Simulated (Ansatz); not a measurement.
**Run report: C2H6FNOSi, geometry relaxation (part 1 of 2)**

System: C2H6FNOSi, SMILES C[SiH2]OC(=N)F.
Method: RKS B3LYP-D4/cc-pVDZ (Ansatz 0.2.0).

It belongs to a series of runs on one base structure; here: end point B relaxed. Figures and captions count atoms from 1; the log counts them from 0 in places.

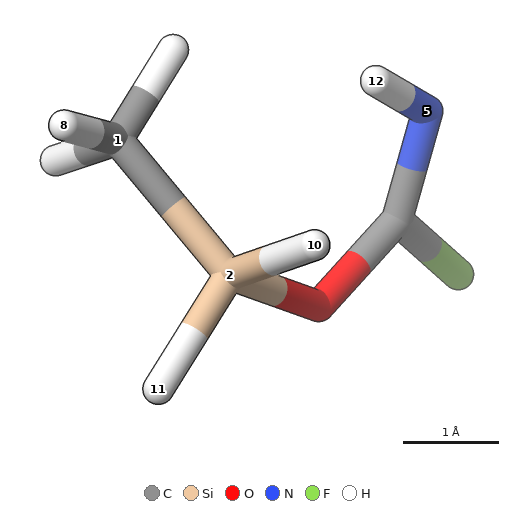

*The input geometry (stick view, seen at a tilt; atoms are numbered from 1 in the order of the input).*

Input:
```yaml
crystal:
  periodic: [false, false, false]
  atoms:
    - { symbol: C, position_ang: [-0.5959, -1.8006, 1.0901] }
    - { symbol: Si, position_ang: [0.2509, -0.519, 0.0482] }
    - { symbol: O, position_ang: [-0.5614, 0.9283, -0.0894] }
    - { symbol: C, position_ang: [-0.96669, 1.71491, 0.97466] }
    - { symbol: "N", position_ang: [-0.71716, 1.60928, 2.17726] }
    - { symbol: F, position_ang: [-1.62694, 2.85728, 0.5404] }
    - { symbol: H, position_ang: [-1.6053, -1.9725, 0.6651] }
    - { symbol: H, position_ang: [-0.0524, -2.6809, 1.1284] }
    - { symbol: H, position_ang: [-0.7839, -1.3751, 2.1425] }
    - { symbol: H, position_ang: [1.6043, -0.2705, 0.6399] }
    - { symbol: H, position_ang: [0.4588, -1.0536, -1.2944] }
    - { symbol: H, position_ang: [-0.24453, 0.73315, 2.37818] }
basis:
  gaussian: { orbitals: cc-pVDZ }
hamiltonian:
  xc: b3lyp
  dispersion: d4
relax:
  f_tol: 0.015
  max_steps: 40
```

Machine: 2 threads of Intel Xeon (Sapphire Rapids), 16 GiB of memory available, shared host.

Command:
```bash
ansatz run input.yaml --threads 2 --pin off --max-ram 3072MiB --backend cpu --events-out ev --progress --plain --runs-dir out
```

The program's output:
```
The last accepted step is kept in [file] (removed where the run ends without a failure and the disk answers)
Engine: ansatz 0.2.0, x86_64-unknown-linux-gnu
Functional definition: B3LYP
  parameter a0 = 0.2
  parameter ax = 0.72
  parameter ac = 0.81
  exchange = (1 - a0 - ax)*slater_x + ax*b88_x + a0*exact_x
  correlation = (1 - ac)*vwn_rpa_c + ac*lyp_c
1257 factors; integrals over basis functions are off by at most 4.2e-4 eV
mean field evaluation 1: about -16293.8119 eV, gradient 7.3e1 eV
mean field evaluation 2: about -16283.1171 eV, gradient 9.9e1 eV
mean field evaluation 4: about -16304.3286 eV, gradient 5.8e0 eV
mean field evaluation 8: about -16304.4437 eV, gradient 5.3e-1 eV
mean field evaluation 16: about -16304.4443 eV, gradient 2.9e-5 eV
mean field -16304.44428453 eV, -599.1772759073 hartree, gradient 3.0e-5 eV, S^2 0.000000; 0 other end points of the search recorded, 0 dependent functions left out
the calculation of the forces begins
reference -16304.44453180 eV, -599.1772849940 hartree; 28, 28 occupied and 90, 90 virtual orbitals, 1257 factors
relax step   1: F+E_penalty+E_count = -16304.84858018 eV  Δ(F+E_penalty+E_count) = +0.000e0 eV  max|allowed force component| = 3.036e0 eV/Å  Δτ_max = 0.0000 Å  (28 SCF iters, accepted)
these checks for a lower state are left out or cut short: starts, cluster_reference, orbital_swaps, neighbouring_geometries, increment
1257 factors; integrals over basis functions are off by at most 4.0e-4 eV
mean field -16304.77546037 eV, -599.1894463949 hartree, gradient 1.9e-5 eV, S^2 0.000000; 0 other end points of the search recorded, 0 dependent functions left out
the calculation of the forces begins
reference -16304.77570930 eV, -599.1894555430 hartree; 28, 28 occupied and 90, 90 virtual orbitals, 1257 factors
relax step   2: F+E_penalty+E_count = -16305.17811595 eV  Δ(F+E_penalty+E_count) = -3.295e-1 eV  max|allowed force component| = 1.704e0 eV/Å  Δτ_max = 0.1403 Å  (30 SCF iters, accepted)
these checks for a lower state are left out or cut short: starts, cluster_reference, orbital_swaps, neighbouring_geometries, increment
1257 factors; integrals over basis functions are off by at most 3.9e-4 eV
mean field evaluation 32: about -16304.8577 eV, gradient 1.2e-5 eV
mean field -16304.85768777 eV, -599.1924681961 hartree, gradient 1.2e-5 eV, S^2 0.000000; 0 other end points of the search recorded, 0 dependent functions left out
the calculation of the forces begins
reference -16304.85793686 eV, -599.1924773498 hartree; 28, 28 occupied and 90, 90 virtual orbitals, 1257 factors
relax step   3: F+E_penalty+E_count = -16305.25838351 eV  Δ(F+E_penalty+E_count) = -8.027e-2 eV  max|allowed force component| = 8.282e-1 eV/Å  Δτ_max = 0.1181 Å  (29 SCF iters, accepted)
these checks for a lower state are left out or cut short: starts, cluster_reference, orbital_swaps, neighbouring_geometries, increment
1257 factors; integrals over basis functions are off by at most 3.8e-4 eV
mean field -16304.87281612 eV, -599.1930241529 hartree, gradient 1.6e-5 eV, S^2 0.000000; 0 other end points of the search recorded, 0 dependent functions left out
the calculation of the forces begins
reference -16304.87306637 eV, -599.1930333491 hartree; 28, 28 occupied and 90, 90 virtual orbitals, 1257 factors
relax step   4: F+E_penalty+E_count = -16305.26664467 eV  Δ(F+E_penalty+E_count) = -8.261e-3 eV  max|allowed force component| = 6.383e-1 eV/Å  Δτ_max = 0.2000 Å  (29 SCF iters, accepted)
these checks for a lower state are left out or cut short: starts, cluster_reference, orbital_swaps, neighbouring_geometries, increment
1257 factors; integrals over basis functions are off by at most 4.1e-4 eV
mean field -16304.73803171 eV, -599.1880709171 hartree, gradient 6.5e-6 eV, S^2 0.000000; 0 other end points of the search recorded, 0 dependent functions left out
the calculation of the forces begins
reference -16304.73828146 eV, -599.1880800950 hartree; 28, 28 occupied and 90, 90 virtual orbitals, 1257 factors
relax step   5: F+E_penalty+E_count = -16305.13569278 eV  Δ(F+E_penalty+E_count) = +1.310e-1 eV  max|allowed force component| = 1.088e0 eV/Å  Δτ_max = 0.2000 Å  (30 SCF iters, rejected (line search))
these checks for a lower state are left out or cut short: starts, cluster_reference, orbital_swaps, neighbouring_geometries, increment
1257 factors; integrals over basis functions are off by at most 3.8e-4 eV
mean field -16304.89724692 eV, -599.1939219679 hartree, gradient 2.5e-5 eV, S^2 0.000000; 0 other end points of the search recorded, 0 dependent functions left out
the calculation of the forces begins
reference -16304.89749521 eV, -599.1939310926 hartree; 28, 28 occupied and 90, 90 virtual orbitals, 1257 factors
relax step   6: F+E_penalty+E_count = -16305.29781570 eV  Δ(F+E_penalty+E_count) = -3.117e-2 eV  max|allowed force component| = 1.678e-1 eV/Å  Δτ_max = 0.1000 Å  (29 SCF iters, accepted)
these checks for a lower state are left out or cut short: starts, cluster_reference, orbital_swaps, neighbouring_geometries, increment
1257 factors; integrals over basis functions are off by at most 3.9e-4 eV
mean field -16304.89940802 eV, -599.1940013871 hartree, gradient 2.4e-5 eV, S^2 0.000000; 0 other end points of the search recorded, 0 dependent functions left out
the calculation of the forces begins
reference -16304.89965647 eV, -599.1940105174 hartree; 28, 28 occupied and 90, 90 virtual orbitals, 1257 factors
relax step   7: F+E_penalty+E_count = -16305.29998327 eV  Δ(F+E_penalty+E_count) = -2.168e-3 eV  max|allowed force component| = 3.765e-2 eV/Å  Δτ_max = 0.0481 Å  (30 SCF iters, accepted)
these checks for a lower state are left out or cut short: starts, cluster_reference, orbital_swaps, neighbouring_geometries, increment
1257 factors; integrals over basis functions are off by at most 3.9e-4 eV
mean field evaluation 64: about -16304.9000 eV, gradient 7.9e-5 eV
mean field -16304.90000774 eV, -599.1940234264 hartree, gradient 2.4e-5 eV, S^2 0.000000; 0 other end points of the search recorded, 0 dependent functions left out
the calculation of the forces begins
reference -16304.90025618 eV, -599.1940325564 hartree; 28, 28 occupied and 90, 90 virtual orbitals, 1257 factors
relax step   8: F+E_penalty+E_count = -16305.30034091 eV  Δ(F+E_penalty+E_count) = -3.576e-4 eV  max|allowed force component| = 2.113e-2 eV/Å  Δτ_max = 0.0196 Å  (31 SCF iters, accepted)
these checks for a lower state are left out or cut short: starts, cluster_reference, orbital_swaps, neighbouring_geometries, increment
1257 factors; integrals over basis functions are off by at most 3.9e-4 eV
mean field -16304.90027070 eV, -599.1940330899 hartree, gradient 2.4e-5 eV, S^2 0.000000; 0 other end points of the search recorded, 0 dependent functions left out
the calculation of the forces begins
reference -16304.90051909 eV, -599.1940422179 hartree; 28, 28 occupied and 90, 90 virtual orbitals, 1257 factors
relax step   9: F+E_penalty+E_count = -16305.30049769 eV  Δ(F+E_penalty+E_count) = -1.568e-4 eV  max|allowed force component| = 3.378e-2 eV/Å  Δτ_max = 0.0266 Å  (31 SCF iters, accepted)
these checks for a lower state are left out or cut short: starts, cluster_reference, orbital_swaps, neighbouring_geometries, increment
1257 factors; integrals over basis functions are off by at most 3.9e-4 eV
mean field -16304.90025410 eV, -599.1940324799 hartree, gradient 2.4e-5 eV, S^2 0.000000; 0 other end points of the search recorded, 0 dependent functions left out
the calculation of the forces begins
reference -16304.90050238 eV, -599.1940416041 hartree; 28, 28 occupied and 90, 90 virtual orbitals, 1257 factors
relax step  10: F+E_penalty+E_count = -16305.30054197 eV  Δ(F+E_penalty+E_count) = -4.427e-5 eV  max|allowed force component| = 4.612e-2 eV/Å  Δτ_max = 0.0217 Å  (31 SCF iters, accepted)
these checks for a lower state are left out or cut short: starts, cluster_reference, orbital_swaps, neighbouring_geometries, increment
1257 factors; integrals over basis functions are off by at most 3.9e-4 eV
mean field -16304.90034666 eV, -599.1940358815 hartree, gradient 1.5e-5 eV, S^2 0.000000; 0 other end points of the search recorded, 0 dependent functions left out
the calculation of the forces begins
reference -16304.90059493 eV, -599.1940450053 hartree; 28, 28 occupied and 90, 90 virtual orbitals, 1257 factors
relax step  11: F+E_penalty+E_count = -16305.30062142 eV  Δ(F+E_penalty+E_count) = -7.945e-5 eV  max|allowed force component| = 1.158e-2 eV/Å  Δτ_max = 0.0111 Å  (24 SCF iters, accepted)
1257 factors; integrals over basis functions are off by at most 3.9e-4 eV
mean field evaluation 96: about -16304.8453 eV, gradient 4.9e-1 eV
```

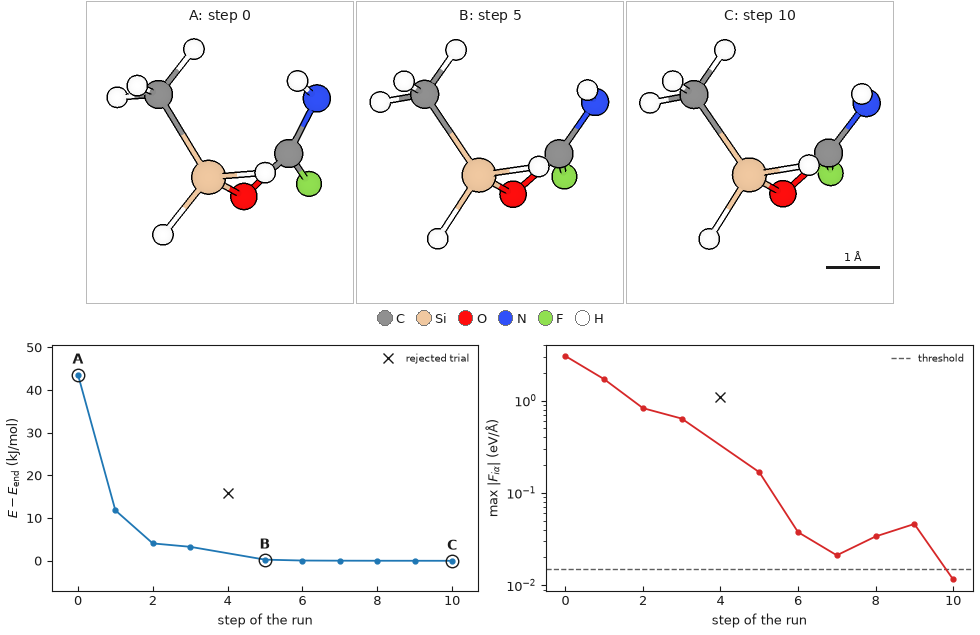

*Frames of the relaxation (ball-and-stick view, seen at a tilt) above the curves, on which the letters mark them (the first geometry is step 0 here and step 1 in the log).*

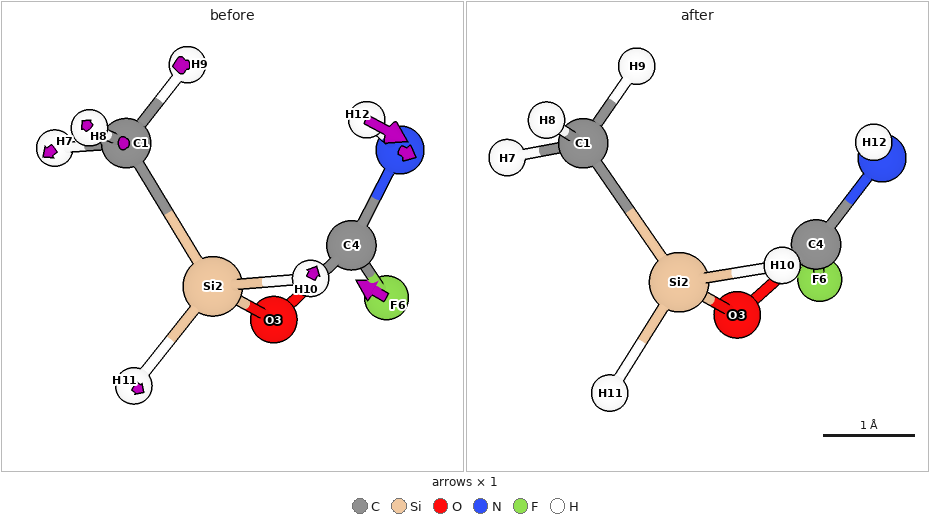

*Before (left) and after (right) the relaxation, at one scale (ball-and-stick view, seen at a tilt). The pink arrows give the displacements, at true length.*

After 10 geometry steps the energy has fallen by 43.6 kJ/mol. The largest force component goes from 3 to 0.012 eV/Å. The line search rejected the trial step at point 4 (counted from 0) and went back. H12 moves most after the best rigid fit: 0.56 Å. Largest moves by element: H 0.56 Å, F 0.41 Å, N 0.22 Å, C 0.13 Å, Si 0.08 Å, O 0.06 Å. Distances before and after: C1–H8 1.035 → 1.103 Å, Si2–O3 1.665 → 1.729 Å, C4–F6 1.389 → 1.334 Å, C1–H9 1.151 → 1.102 Å. Among the angles that change: C1–Si2–O3 115.1° → 109.3°, O3–Si2–H11 108.2° → 102.9°, C1–Si2–H11 109.2° → 113.5°. (Atoms are counted from 1 in the order of the input.)
